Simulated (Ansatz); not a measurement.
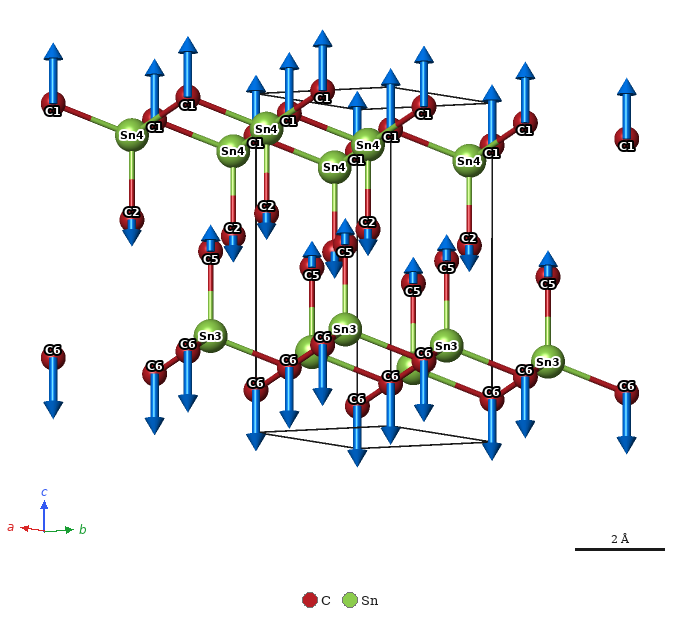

This is a relaxation of a crystal of SnC2 (a generated structure, set up in P-3m1). The starting structure is drawn; blue arrows show the displacements (the part carried along by the change of the cell is left out), magnified 5 times.

Style: ball-and-stick. Shown: the cell of the calculation, repeated 3 × 2 × 1 with one cell outlined, from a free direction.

These are results of DFT, PBE, plane waves, PAW (Ansatz 0.2.0), not measurements. Settings: plane-wave cutoff 420 eV; k-point mesh 12 × 12 × 4; occupations fermi dirac; smearing width 0.02 eV; no spin polarisation; cell and atoms relaxed; force threshold 0.005 eV/Å.

Q: Atoms of which element are displaced furthest, and by how much?

A: Carbon: up to 0.28 Å, against 0.00 Å for tin.

Q: What did the optimiser do to the structure, and how much energy did it gain?

A: The largest moves relative to the cell, 0.28 Å, are those of C1 and C6. C1 goes along +c. Sn stays in place. The drawn cell changes as follows: a = b 3.168 → 3.343 Å (+5.5 %), c 7.760 → 8.234 Å (+6.1 %); the volume changes by +18.2 %. Near-neighbour distances that change, for instance: C1–C6 1.940 → 1.496 Å, C2–Sn4 1.940 → 2.182 Å, C1–Sn4 1.940 → 2.159 Å. New bonds form, among them: C1–C6 (1.94 → 1.50 Å). Among the angles between lasting bonds that change: Sn3–C6–Sn3 109.5° → 101.5°, C6–Sn3–C6 109.5° → 101.5°, C5–Sn3–C6 109.5° → 116.6°. The space group stays P-3m1 (No. 164). After 10 accepted moves (13 points after the start) the energy has fallen by 3.791 eV per cell of the calculation. Largest force component: 6.2 eV/Å at the start, 0.00032 eV/Å at the end. The pressure goes from 49.36 to 0.01 GPa. The line search rejected the trial step at point 3 of the run. At 2 points the geometry stayed and the basis and grid were re-selected for the new cell (energy shift of 46.4 meV per cell of the calculation at most each time).
